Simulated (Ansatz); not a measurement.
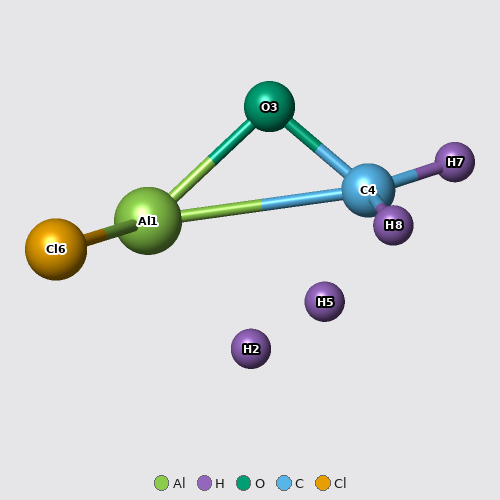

The system is the reacting system CH₄AlClO (fragments CH₄AlClO where the first distance is long, CH₂AlClO + H₂ where the second is long); the picture shows the reference structure. The first coordinate is: distance H2–H5 (bond that forms); the second: distance C4–H5 (bond that breaks). Relaxed at each point: all other coordinates. The scan uses a 13 × 13 grid. Points are written as (first, second). Energies are in kJ/mol, from the lowest grid point. The reference is spin-restricted, so regions where a bond is pulled apart into radicals lie too high. Method: Ansatz, RKS SPW92 (LDA)/def2-SVP.

Its coordinates:

```yaml
atoms:
  - { symbol: Al, position_ang: [-0.5584, -1.2548, 0.2985] }
  - { symbol: H, position_ang: [-0.6603, -0.4414, -1.5241] }
  - { symbol: O, position_ang: [-0.5869, 0.3004, 1.0666] }
  - { symbol: C, position_ang: [0.1242, 0.9429, 0.1207] }
  - { symbol: H, position_ang: [-0.2057, 0.3171, -1.0776] }
  - { symbol: Cl, position_ang: [0.8230, -2.6810, 0.9851] }
  - { symbol: H, position_ang: [-0.1717, 2.0051, -0.0385] }
  - { symbol: H, position_ang: [1.2359, 0.8117, 0.1691] }
```

Range: distance H2–H5 (bond that forms) from 0.666 to 1.866 Å; distance C4–H5 (bond that breaks) from 0.963 to 2.463 Å.

**What will the energy surface look like?**

The lowest grid point is at (1.866 Å, 1.123 Å). It lies at the edge of the scanned range, so the true minimum may lie outside. The highest grid point, (0.666 Å, 0.963 Å), lies 454 kJ/mol above the lowest.

| second ↓, first → | 0.666 | 0.720 | 0.794 | 0.878 | 0.970 | 1.068 | 1.171 | 1.278 | 1.389 | 1.504 | 1.621 | 1.742 | 1.866 |
| --- | --- | --- | --- | --- | --- | --- | --- | --- | --- | --- | --- | --- | --- |
| 2.463 | 273 | 250 | 238 | 240 | 253 | 270 | 287 | 302 | 313 | 321 | 327 | 330 | 333 |
| 2.308 | 271 | 247 | 234 | 235 | 245 | 259 | 273 | 285 | 294 | 300 | 304 | 306 | 307 |
| 2.157 | 270 | 245 | 230 | 228 | 235 | 245 | 256 | 265 | 271 | 275 | 276 | 277 | 277 |
| 2.010 | 268 | 242 | 224 | 219 | 222 | 229 | 236 | 241 | 244 | 245 | 245 | 245 | 244 |
| 1.867 | 268 | 240 | 219 | 209 | 207 | 209 | 211 | 213 | 213 | 212 | 210 | 208 | 206 |
| 1.728 | 268 | 237 | 212 | 197 | 190 | 186 | 183 | 181 | 178 | 175 | 171 | 168 | 165 |
| 1.594 | 270 | 235 | 204 | 183 | 170 | 160 | 153 | 146 | 140 | 135 | 130 | 126 | 122 |
| 1.465 | 274 | 234 | 197 | 170 | 150 | 134 | 122 | 112 | 103 | 95 | 88 | 83 | 78 |
| 1.343 | 283 | 238 | 195 | 160 | 134 | 113 | 96 | 82 | 70 | 60 | 51 | 44 | 39 |
| 1.228 | 301 | 252 | 202 | 161 | 128 | 102 | 80 | 62 | 47 | 35 | 25 | 16 | 10 |
| 1.123 | 336 | 282 | 226 | 179 | 140 | 108 | 82 | 61 | 43 | 28 | 17 | 7 | 0 |
| 1.030 | 391 | 333 | 272 | 220 | 176 | 140 | 110 | 85 | 65 | 49 | 36 | 25 | 17 |
| 0.963 | 454 | 394 | 329 | 273 | 226 | 187 | 154 | 128 | 106 | 88 | 74 | 62 | 54 |

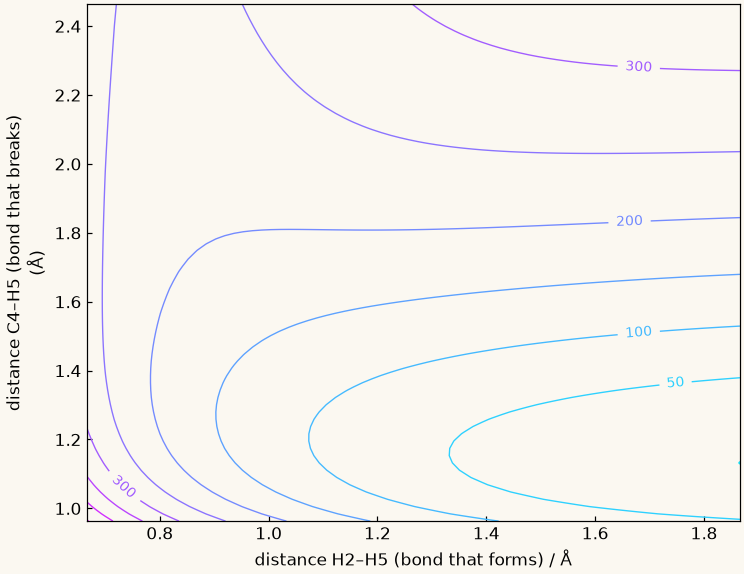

In the figure: contour lines labelled in kJ/mol. Between grid points the surface is interpolated.

Time for the 169 points that were run: 28 min on 1 thread of Arm Neoverse V1, on a shared host.
